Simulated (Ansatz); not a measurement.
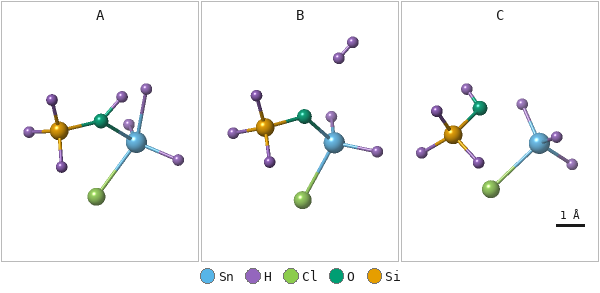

3 geometries from a converged minimum-energy path of SnSiH7OCl, made up at the start of SnH$_{3}$Cl and SiH₄O, shuffled. A ball-and-stick model, seen from a free direction.

Theory: Ansatz 0.2.0, RKS BLYP-D4/def2-SVP. Settings: 5 movable images; climbing image; force threshold 0.03 eV/Å; iteration limit 60; starting path through a guess of the saddle point.

One of them is the converged climbing image. Which?

A. In order along the path, whose images run from 0 to 6: C (image 0, 0.0 kJ/mol), A (image 3, +109.5 kJ/mol), B (image 6, −4.8 kJ/mol). Breaking: H–O (0.98 → 2.45 Å), H–Sn (1.73 → 4.01 Å). Forming: H–H (2.89 → 0.77 Å), O–Sn (3.03 → 2.01 Å).

Limits of the set-up: the start holds two separate molecules, 2.9 Å apart at their closest, whose relative position is a soft coordinate.

The run took 2 min on 4 threads of Arm Neoverse V2, with other jobs on the host, peak memory 0.16 GiB.
